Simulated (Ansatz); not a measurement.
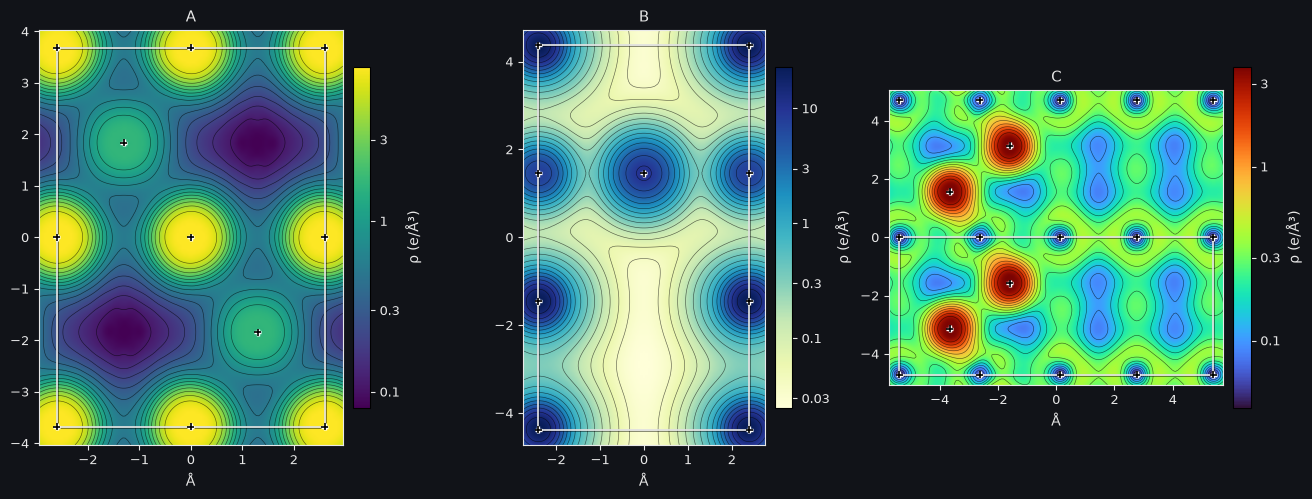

The valence charge density (pseudo) of 3 systems, each on a plane through atoms (crosses mark nuclei in the plane).

Theory: Ansatz, DFT PBE, scalar-relativistic, plane waves, PAW.

System 1: Sb$_{2}$PbO, the (110) plane of the conventional cell. Space group P6/mmm; a structure generated by program, which may or may not match a known phase.

```cif
data_structure
_symmetry_space_group_name_H-M 'P 1'
_symmetry_Int_Tables_number 1
_cell_length_a 5.0511
_cell_length_b 5.0511
_cell_length_c 4.8020
_cell_angle_alpha 90.000
_cell_angle_beta 90.000
_cell_angle_gamma 120.000
_cell_volume 106.10
loop_
_atom_site_label
_atom_site_type_symbol
_atom_site_fract_x
_atom_site_fract_y
_atom_site_fract_z
_atom_site_occupancy
Sb1 Sb 0.33333 0.66667 0.50000 1
Sb2 Sb 0.66667 0.33333 0.50000 1
Pb1 Pb 0.00000 0.00000 0.00000 1
O1 O 0.00000 0.00000 0.50000 1
```

System 2: Si$_{2}$N, the (110) plane of the conventional cell. Space group P-3m1; a structure generated by program, which may or may not match a known phase.

```
Si N
1.0
     2.71881    0.00000    0.00000
    -1.35940    2.35456    0.00000
     0.00000    0.00000   10.78006
Si N
4 2
Direct
  0.00000 0.00000 0.74315
  0.00000 0.00000 0.25685
  0.00000 0.00000 0.00000
  0.00000 0.00000 0.50000
  0.33333 0.66667 0.90473
  0.66667 0.33333 0.09527
```

System 3: Os$_{4}$C, the (101) plane of the conventional cell. Space group Im-3m; a structure generated by program, which may or may not match a known phase; computed without spin polarisation.

```
CELL_PARAMETERS angstrom
5.20545 0.00000 0.00000
0.00000 5.20545 0.00000
0.00000 0.00000 5.20545
ATOMIC_POSITIONS crystal
Os 0.25000 0.25000 0.25000
Os 0.75000 0.75000 0.75000
Os 0.75000 0.25000 0.25000
Os 0.25000 0.75000 0.75000
Os 0.25000 0.25000 0.75000
Os 0.75000 0.75000 0.25000
Os 0.25000 0.75000 0.25000
Os 0.75000 0.25000 0.75000
C 0.00000 0.00000 0.00000
C 0.50000 0.50000 0.50000
```

Which map belongs to which system?

Answer. Panel A is system 3, Os$_{4}$C: the plane holds Os and C. Os–C (2.25 Å): the density is about 0.62 e/Å³ at the midpoint. Panel B is system 1, Sb$_{2}$PbO: the plane holds Sb, Pb and O. Pb–O (2.40 Å): ρ at the midpoint is about 0.4 e/Å³. Panel C is system 2, Si$_{2}$N: the plane holds Si and N. Si–N (1.88 Å): ρ at the midpoint is about 0.84 e/Å³.
